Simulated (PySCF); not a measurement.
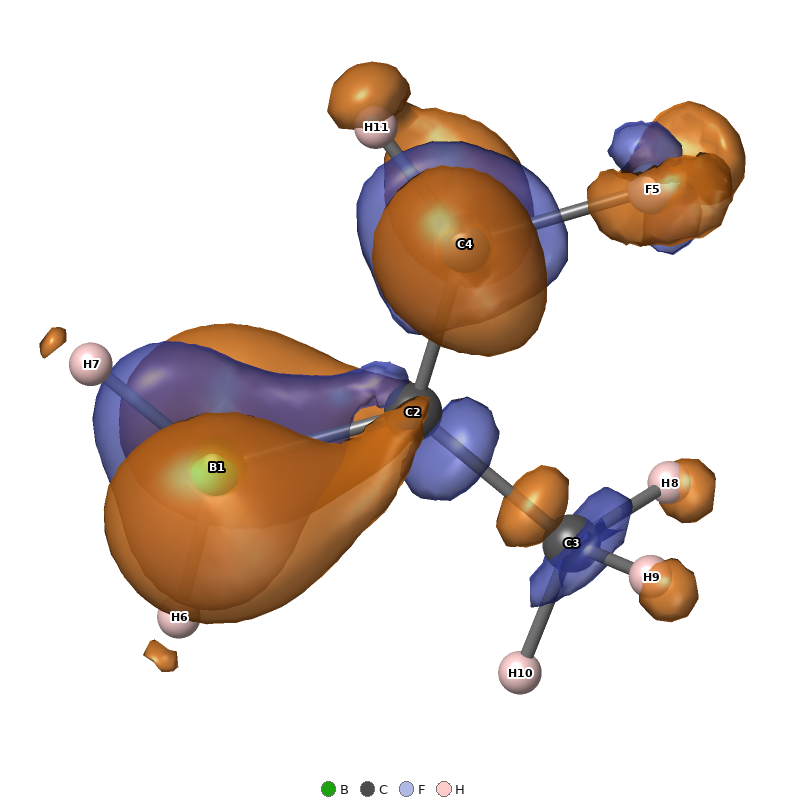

*C3H6BF, charge −1, doublet, SMILES `B[C-](C)[CH]F`. Fukui function f⁻ = ρ(N) − ρ(N−1) at fixed geometry, surfaces at ±0.03 e/Å³ (orange positive, blue negative).*

Computed with PySCF, TPSS/def2-SVPD, geometry: GFN2-xTB. The highest occupied Kohn–Sham orbital has positive energy, a self-interaction fault of such functionals for anions. No frequency check shows the geometry to be a minimum. GFN2-xTB doesn't know the spin state, so this open-shell geometry is rough.

> Which atoms respond most to the removal of an electron?

f⁻ (Hirshfeld-condensed) is largest on B1 (0.30); the vertical detachment energy is 0.43 eV (to the singlet neutral species, which needn't be its lowest state). Condensed values hint at sites of electrophilic attack but needn't mark the atom that reacts. Orbital relaxation makes it negative in places (0.21 e in all).
